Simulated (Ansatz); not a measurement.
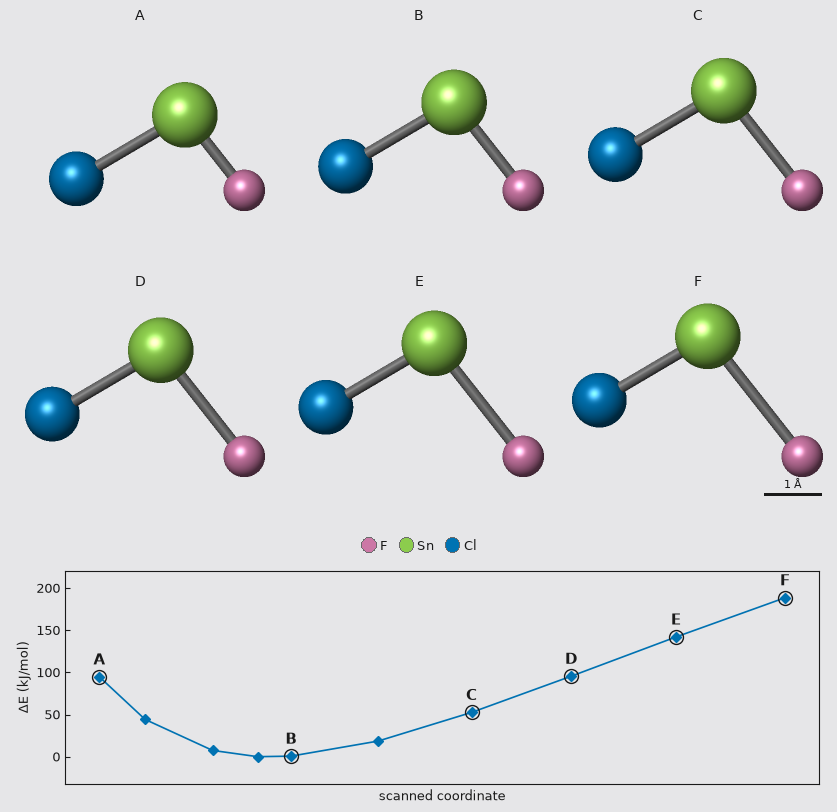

Frames of a one-coordinate scan of SnClF. The picture is a ball-and-stick view, seen at a tilt.

Level of theory: B3LYP-D4 (def2-TZVPP, Ansatz), on geometries moved rigidly from the minimum at PBE0-D4/def2-TZVP. Elements past krypton carry the basis set's effective core potentials. Energies are counted from the PBE0-D4/def2-TZVP minimum geometry at the same level.

Which coordinate changes from frame to frame?

Answer. The F–Sn bond length is varied, with the rest of the molecule carried along rigidly. In the frames the distance is 1.703 Å (A), 1.984 Å (B), 2.249 Å (C), 2.395 Å (D), 2.549 Å (E), 2.709 Å (F). Of the computed points the lowest is at the distance 1.935 Å, 0.0 kJ/mol. At the ends of the scan the energy is 94.6 kJ/mol (1.703 Å) and 188.5 kJ/mol (2.709 Å). The curvature at the lowest point is about 23 eV/Å² (3.7 mdyn/Å). The well is steeper on the short side, as for any bond.
